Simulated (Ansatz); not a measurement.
# From PBE to G0W0: LiCl (Fm-3m), part 2 of 2

Aim: the quasiparticle gap of LiCl (Fm-3m), starting from PBE.

Ansatz 0.2.0; PBE, then G0W0 on it, plane waves, PAW. Known limits of the many-body steps: finite bands, screening cutoff and k mesh; no spin-orbit coupling in G0W0.

So far. Step 2 (The PBE band structure): Over mesh and path the gap is 6.284 eV, from k = (0.075, 0.075, 0.150) to k = Γ. The least direct gap found is 6.287 eV, at k = Γ. On the 8×8×8 mesh alone the same run gives 6.287 eV, so that mesh misses an edge of PBE: 6.287 − 6.284 = +0.003 eV.

In doubt: masses and optical values from hybrid runs of this build are listed as unsure (in some of the runs), which bears on the screening that GW takes from such a start.

### Step 3. One-shot GW

G0W0 replaces the xc potential by a self-energy built once from the orbitals of the start. Levels are corrected in the window of bands that the input names, at points of the mesh.

This step: G0W0 on PBE, plane waves, PAW; PAW set soft_1.

input.yaml

```yaml
crystal:
  lattice:
    - [0.0, 2.5715, 2.5715]
    - [2.5715, 0.0, 2.5715]
    - [2.5715, 2.5715, 0.0]
  atoms:
    - { symbol: Li, position: [0.0, 0.0, 0.0] }
    - { symbol: Cl, position: [0.5, 0.5, 0.5] }
kpoints:
  mp_grid: { grid: [6, 6, 6] }
hamiltonian:
  xc: pbe
  pseudopotentials: { kind: paw, azcp: { folder: soft_1 } }
scf:
  occupations: { method: fixed }
gw:
  n_empty_bands: 218
  ecut_chi: 200.0
  qp_bands: [v2, c2]
  qp_kpoints: band_edges
  screening: { model: contour_deformation }
```

Started as:

```bash
$ ansatz run input.yaml --threads 24 --pin off --max-ram 82944MiB --backend cuda --events-out ev --progress --plain --runs-dir out --devices 1 --max-vram 78GiB
```

Numbers of over 12 decimals in the logs are rounded to 6 here.

Output:

```text
GPUs: using 1 of 1 available (devices: 1).
[...]
GPU FFT provider: cuFFT
GPU libraries: cuBLAS 13.8.1, cuFFT 12.4.0, cuSOLVER 12.3.2
[...]
Crystal: 2 atoms, lattice volume = 34.009 Å³
Basis set: ecut = 420 eV, 645 PW (Γ)
Bands: 9, of which v1, the nominal top of the filled ones, is band 5 counted from 1 (4 counted from 0)
Symmetry: 48 space group operations
[...]
k-points: 16 of 216
[...]
GPU buffer pool allocated for 15625 grid points (all kernels)
[...]
SCF iter   1: F=—  HF=-1287.810735 eV  |F-HF|=—  |Δ(HF+E_count)|=         —  Δρ=2.86e-2  dr2=1.93e-1  ethr=3.10e-3  ⟨swp⟩=4.6  Hψ=977  notcnv=0  defer=24
[...]
SCF iter   6: F=-1287.835037 eV  HF=-1287.835037 eV  |F-HF|=3.50e-9  |Δ(HF+E_count)|=   1.00e-6  Δρ=6.66e-6  dr2=1.11e-8  ethr=1.00e-9  ⟨swp⟩=4.6  Hψ=827  notcnv=0
SCF 1 converged in 6 iterations: F = -1287.835037 eV  dr2 = 1.11e-8
[...]
NSCF: frozen V_eff on 16 k-points, pencils in batches of 32, up to order 36
the band table was solved once the SCF had ended and its energy, with any forces and stress, was formed, with the checks that follow a solve (1133 applications of the Hamiltonian). They found nothing against the state; the energy, forces and stress were not computed again (output.eigenvalues in the input reference)
[...]
NSCF: frozen V_eff on 16 k-points
G₀W₀ screening: q 1/16
[... further progress lines ...]
[...]
SCF converged after 6 iterations
Free energy (F): -1287.835037 eV
[...]
Internal energy: -1287.835037 eV  (E = F + TS)
E sigma→0 (E₀):  -1287.835037 eV
Fermi energy:    1.618253 eV
[...]
--- Band table (eV; the first three rows and the last of 16) ---
[...]
--- G₀W₀: contour deformation, 6 samples at zero and on the imaginary axis and 2 off it, 216 q-points, 218 empty bands' worth ---
  eigenvalues of the whole cell's RPA ε∞ on this k-mesh (on a slab, of 1 + 4πα/V) = 2.7496, 2.7496, 2.7496; static W/v taken at q = 0 is 0.363688
  bands read: the sum over 223 bands ends inside a degenerate multiplet in 3 slots, whose members it reads at an even weight; the widest, k=3: bands 223 to 224 (counted from 1) at 1/2 each
  gw.qp_kpoints: band_edges: 12 of 16 stored k-points solved, in 1 pass; an edge of the gap read off the rows below is read off those points alone
    valence top: of the k-points left out ik 5 came nearest to being solved in a further pass, in band 4 (counted from 1, as in the quasiparticle table): it holds the edge there only if its correction is more favourable than any solved in that band by at least 0.531 eV; those differ by 0.171 eV
    conduction bottom: of the k-points left out ik 11 came nearest to being solved in a further pass, in band 6 (counted from 1, as in the quasiparticle table): it holds the edge there only if its correction is more favourable than any solved in that band by at least 1.808 eV; those differ by 0.294 eV
    ik  band        ε_KS         Σx   Σc(E_QP)       V_xc       Z   E_QP_lin       E_QP  E_QP is
     0     4      1.6183   -21.2758     2.2968   -17.1004  0.7989    -0.2935    -0.2602  root
     0     5      1.6183   -21.2758     2.2968   -17.1004  0.7989    -0.2935    -0.2602  root
     0     6      7.9053    -6.2149    -3.7186   -10.6043  0.8447     8.5792     8.5761  root
     0     7     13.4050    -4.5248    -4.1435    -9.7905  0.8327    14.5395    14.5272  root
     1     4      1.5501   -21.2283     2.3139   -17.0257  0.7986    -0.3723    -0.3384  root
     1     5      1.5501   -21.2283     2.3139   -17.0257  0.7986    -0.3723    -0.3384  root
     1     6      8.5953    -6.2434    -3.7862   -10.7603  0.8415     9.3298     9.3259  root
     1     7     12.4373    -4.7369    -4.0913    -9.8247  0.8322    13.4432    13.4339  root
     2     4      1.4244   -21.1615     2.3476   -16.9064  0.7981    -0.5182    -0.4831  root
     2     5      1.4244   -21.1615     2.3476   -16.9064  0.7981    -0.5182    -0.4831  root
     2     6      8.6527    -4.8774    -3.6801    -9.3258  0.8473     9.4252     9.4210  root
     2     7     11.5823    -3.9795    -3.9930    -9.1030  0.8400    12.7238    12.7128  root
     3     4      1.3663   -21.1398     2.3637   -16.8596  0.7978    -0.5859    -0.5502  root
     3     5      1.3663   -21.1398     2.3637   -16.8596  0.7978    -0.5859    -0.5502  root
     3     6      8.3552    -4.5752    -3.5988    -8.9339  0.8499     9.1191     9.1152  root
     3     7     11.0510    -3.9588    -3.9045    -8.9813  0.8430    12.1791    12.1690  root
     4     4      1.3173   -20.9420     2.3663   -16.6606  0.7979    -0.6337    -0.5977  root
     4     5      1.3173   -20.9420     2.3663   -16.6606  0.7979    -0.6337    -0.5977  root
     4     6      9.0953    -6.8184    -3.8668   -11.4481  0.8367     9.8627     9.8583  root
     4     7     11.9892    -4.0382    -3.9055    -8.8784  0.8403    12.9313    12.9238  root
     6     4      0.7392   -20.2645     2.4716   -15.8237  0.7963    -1.2708    -1.2300  root
     6     5      1.1310   -20.8385     2.4135   -16.4850  0.7971    -0.8468    -0.8091  root
     6     6      9.3234    -5.0520    -3.7209    -9.6038  0.8442    10.1594    10.1543  root
     6     7     10.9062    -4.5855    -3.9094    -9.5694  0.8400    11.9901    11.9806  root
     7     4      0.5949   -20.1315     2.5139   -15.6319  0.7956    -1.4334    -1.3909  root
     7     5      1.3483   -21.0888     2.3631   -16.8092  0.7978    -0.6039    -0.5682  root
     7     6      9.3671    -4.9478    -3.7583    -9.5439  0.8440    10.2102    10.2050  root
     7     7     11.3658    -4.8210    -3.9764    -9.8584  0.8367    12.4366    12.4269  root
     8     4      0.9367   -20.4704     2.4450   -16.0710  0.7968    -1.0570    -1.0176  root
     8     5      1.5654   -21.3081     2.3133   -17.1049  0.7985    -0.3583    -0.3244  root
     8     6      9.3699    -5.8754    -3.8769   -10.5599  0.8391    10.1826    10.1775  root
     8     7     11.7183    -4.8084    -3.9730    -9.7391  0.8355    12.6841    12.6761  root
     9     4      0.7777   -20.4564     2.5022   -15.9764  0.7957    -1.2414    -1.2001  root
     9     5      0.7777   -20.4564     2.5022   -15.9764  0.7957    -1.2414    -1.2001  root
     9     6      9.9366    -5.1778    -3.7971    -9.9401  0.8419    10.9092    10.9019  root
     9     7     10.4294    -3.9507    -3.6561    -8.4322  0.8476    11.2598    11.2548  root
    10     4      0.2906   -19.9557     2.6103   -15.3213  0.7937    -1.7794    -1.7335  root
    10     5      0.7176   -20.4237     2.5166   -15.9227  0.7954    -1.3087    -1.2668  root
    10     6      9.6973    -4.7179    -3.7094    -9.3513  0.8453    10.6276    10.6212  root
    10     7     10.7464    -4.9654    -3.7959    -9.6798  0.8403    11.6717    11.6650  root
    12     4      0.5330   -20.2753     2.5672   -15.7034  0.7944    -1.5156    -1.4717  root
    12     5      0.5330   -20.2753     2.5672   -15.7034  0.7944    -1.5156    -1.4717  root
    12     6      9.4324    -5.1182    -3.6932    -9.7537  0.8447    10.3814    10.3748  root
    12     7      9.8711    -3.9670    -3.5664    -8.3268  0.8499    10.6688    10.6644  root
    14     4     -0.0878   -19.5250     2.6870   -14.7882  0.7920    -2.1872    -2.1376  root
    14     5      0.8447   -20.5250     2.4754   -16.0801  0.7962    -1.1652    -1.1248  root
    14     6     10.4843    -4.9332    -3.9100    -9.7713  0.8390    11.4194    11.4124  root
    14     7     10.8893    -5.2215    -3.9090   -10.1802  0.8373    11.9482    11.9390  root
```

The job ended after 2.8 s (1 × NVIDIA GB200 (shared by 2 runs) with 24 threads of Arm Neoverse V2, shared host; peak memory 1.2 GiB).

Numbers from this step:

```
bands summed                                    : 223
RPA ε∞ on this mesh (eigenvalues)               : 2.750, 2.750, 2.750
plane waves in the screening matrix             : 229
q-points in the mesh                            : 216
G0W0 gap over the corrected points              : 8.836 eV
k of the valence top                            : 0, 0, 0
k of the conduction bottom                      : 0, 0, 0
starting gap on the mesh                        : 6.287 eV
Z at the valence top                            : 0.7989
Z at the conduction bottom                      : 0.8447
least direct G0W0 gap over the corrected points : 8.836 eV
```

Over 12 of 16 irreducible mesh points the G0W0 gap is 8.836 eV, direct, at k = Γ. The PBE gap of this run on the mesh is 6.287 eV. The two states that bound the G0W0 gap lie that far apart at the start, so the correction of the gap is 8.836 − 6.287 = +2.549 eV. The start of this run differs from the step before in mesh (8×8×8 and 6×6×6).

Labels follow the order of the start: v1 is the top filled band, c1 the lowest empty one; levels that stay degenerate share a row, the window can cut a multiplet, doubted levels are not marked in this list, bands outside the window were not corrected, and the list may be a part of the corrected levels. The levels before and after the correction (eV, zero at the valence-band top of each column):

|  | conduction bottom | valence top |
| --- | --- | --- |
| Kohn-Sham | 6.29 | 0.00 |
| G0W0 | 8.84 | 0.00 |

|  | level | occupation | energy (eV) |
| --- | --- | --- | --- |
| Kohn-Sham | Γ v2-v1 | 2 | 0.000 |
| Kohn-Sham | Γ c1 | 0 | 6.287 |
| Kohn-Sham | Γ c2 | 0 | 11.787 |
| G0W0 | Γ v2-v1 | 2 | 0.000 |
| G0W0 | Γ c1 | 0 | 8.836 |
| G0W0 | Γ c2 | 0 | 14.787 |

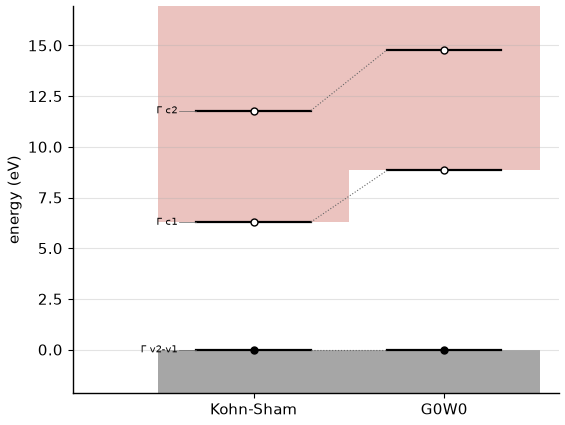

Levels before and after the correction. Shaded: valence and conduction bands. Filled marks are occupied levels, open marks empty ones.

The parts of the quasiparticle energy for the two states that bound the G0W0 gap, in eV on the run's own scale (QP = start + Σx + Σc − Vxc, with Σc at the quasiparticle energy):

| edge | k | band | start | Σx | Σc | Vxc | Z | QP |
| --- | --- | --- | --- | --- | --- | --- | --- | --- |
| valence top | Γ | 4 | 1.618 | −21.276 | 2.297 | −17.100 | 0.799 | −0.260 |
| conduction bottom | Γ | 6 | 7.905 | −6.215 | −3.719 | −10.604 | 0.845 | 8.576 |

### Step 4. The runs together

Each gap is the least one over the points named; times are wall times on shared hosts, not benchmarks. A G0W0 time includes the run's own self-consistent start. Rows marked * are further runs, not shown as steps, whose inputs differ from the G0W0 step on the same start in the columns given; solver thresholds can differ too.

| level | mesh | files, cutoff | bands summed, screening | points | gap (eV) | valence top | conduction bottom | least direct gap (eV) | time |
| --- | --- | --- | --- | --- | --- | --- | --- | --- | --- |
| PBE | 8×8×8 | soft_1 PAW, 420 eV | - | mesh and path | 6.284 | (0.075, 0.075, 0.150) | Γ | 6.287 | 0.97 s |
| G0W0@PBE* | 6×6×6 | soft_1 PAW, 420 eV | 40, 60 eV | 12 of 16 irreducible mesh points | 8.493 | Γ | Γ | 8.493 | 2.6 s |
| G0W0@PBE* | 6×6×6 | soft_1 PAW, 420 eV | 106, 120 eV | 12 of 16 irreducible mesh points | 8.712 | Γ | Γ | 8.712 | 2.6 s |
| G0W0@PBE | 6×6×6 | soft_1 PAW, 420 eV | 223, 200 eV | 12 of 16 irreducible mesh points | 8.836 | Γ | Γ | 8.836 | 2.8 s |
| G0W0@PBE* | 4×4×4 | soft_1 PAW, 420 eV | 106, 120 eV | 7 of 8 irreducible mesh points | 8.713 | Γ | Γ | 8.713 | 1.5 s |
| G0W0@PBE* | 6×6×6 | soft_1 PAW, 420 eV | 106, 120 eV, plasmon pole | 12 of 16 irreducible mesh points | 8.684 | Γ | Γ | 8.684 | 2.8 s |

### Step 5. Summary of results

```
PBE gap over mesh and path                         : 6.284 eV, from k = (0.075, 0.075, 0.150) to k = Γ
G0W0@PBE gap over 12 of 16 irreducible mesh points : 8.836 eV, direct, at k = Γ
GW settings                                        : 6×6×6 mesh, 218 empty bands, screening to 200 eV, PAW set soft_1 files
known limits                                       : finite bands, screening cutoff and k mesh; no spin-orbit coupling in G0W0
```

**Reading.** Over 12 of 16 irreducible mesh points the G0W0 gap is 8.836 eV, direct, at k = Γ. The PBE gap of this run on the mesh is 6.287 eV. The two states that bound the G0W0 gap lie that far apart at the start, so the correction of the gap is 8.836 − 6.287 = +2.549 eV. The valence state moves by −0.260 − 1.618 = −1.878 eV and the conduction state by 8.576 − 7.905 = +0.671 eV, on the run's own scale; with 40 bands the edge states move by −1.315 and +0.891 eV, so the split between the edges depends on the bands and cutoff. Over mesh and path, PBE puts the valence top at k = (0.075, 0.075, 0.150), where no G0W0 correction was computed. The G0W0 gap over the whole zone is therefore not known from this run; at its settings it can only be equal to or under the 8.836 eV found, and no correction is carried over from another point. For the start itself the gap is 6.284 eV over mesh and path and 6.287 eV on the mesh of the G0W0 run, in runs that differ in mesh (8×8×8 and 6×6×6). From 40 bands and 60 eV to 223 bands and 200 eV the gap moves by 8.836 − 8.493 = +0.343 eV (rung by rung 8.493, 8.712, 8.836 eV); bands and screening cutoff rise together, so their parts are not told apart. A line in one over the bands through the two highest rungs gives 8.836 + (8.836 − 8.712) × 106 / (223 − 106) = 8.948 eV, and through the pair below 8.712 + (8.712 − 8.493) × 40 / (106 − 40) = 8.845 eV. The two differ by 0.103 eV, not under the 0.030 eV asked, so the law does not hold well over these rungs and the limit is not known. With the 4×4×4 mesh in place of the 6×6×6 mesh and all else as in the G0W0@PBE row with 106 bands, the gap differs by 8.713 − 8.712 = +0.001 eV, and that of the start by 6.285 − 6.287 = −0.002 eV. With the plasmon pole model in place of the contour deformation model and all else as in the G0W0@PBE row with 106 bands, the gap differs by 8.684 − 8.712 = −0.028 eV. G0W0 on other starts in this series, not shown as steps and not all at these settings: 9.336 eV on HSE06 (6×6×6, soft_1 PAW, 106 bands, 120 eV) and 9.542 eV on PBE0 (6×6×6, soft_1 PAW, 106 bands, 120 eV). The G0W0 runs are scalar-relativistic. G0W0@PBE runs of this series with other atomic data on the same mesh, not shown as steps, give 8.710 eV (hard PAW, 780 eV, 106 bands, screening to 120 eV; the table's row with the same empty bands and screening cutoff has 8.712 eV); where bands and cutoffs differ too, the part of the files is not isolated.

[Paths, hosts, dates, memory and timing lines, banners, echoed tables and standing remarks are left out of the program output.]

[Logs are printed without paths, hosts, clocks, repeated set-up lines and the standing remarks that a program may print on its own settings, such as how far it seeks lower states.]

[Runs of the session that timed out or met a known fault of the program may be left out.]

[Cells called generated may have been cut or substituted from an entry of the Crystallography Open Database or the Materials Project.]

[Hosts, paths, dates, database ids (printed as entryN), source tags and the programs' standing remarks are cut or masked in the printed files.]

[Where an RPA ε∞ is given, it is that of the G0W0 mesh and is not shown converged in it. Names of k-points follow the symmetry that the program found, which can be lower than the space group named. Band edges on a path are those of the sampled points; other points can move an edge, and change direct to indirect where valleys lie close.]

[Hybrid gaps are those of their k-mesh and are not shown converged in it.]
